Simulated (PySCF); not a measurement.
SMILES C=[CH][Ge]([Br])([CH]=C)[CH]=C (C6H9BrGe) at its GFN2-xTB optimised geometry (Å):

```
17

C     -1.5954    -2.3399     2.5482
C     -2.3110    -1.6531     1.6751
Ge    -1.5688    -0.9120     0.0000
Br    -2.2148     1.3141     0.0000
C      0.4064    -0.9120     0.0000
C      1.1351    -1.3141    -1.0259
C     -2.3505    -1.7051    -1.6330
C     -3.0166    -1.0360    -2.5572
H     -2.0199    -2.7345     3.4595
H     -0.5471    -2.5423     2.3884
H     -3.3609    -1.4654     1.8647
H      0.8904    -0.5334     0.8921
H      0.6803    -1.6874    -1.9311
H      2.2148    -1.2902    -1.0135
H     -2.2011    -2.7719    -1.7366
H     -3.4260    -1.5167    -3.4335
H     -3.1858     0.0279    -2.4790
```

Calculation: PBE0/def2-SVP run with PySCF.

Map of the log10 of the electron density (e/bohr³), floored at −4 on the plane z = 1.0 Å:

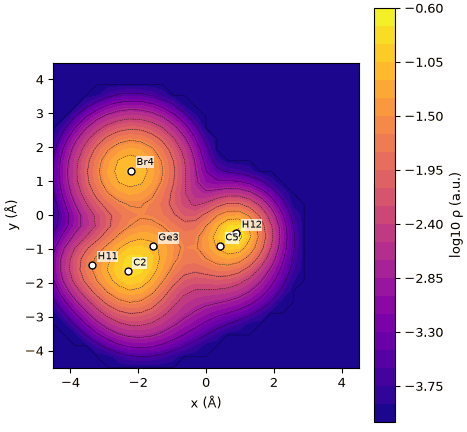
Figure. Log10 of the electron density (e/bohr³), floored at −4 on the plane z = 1.0 Å.
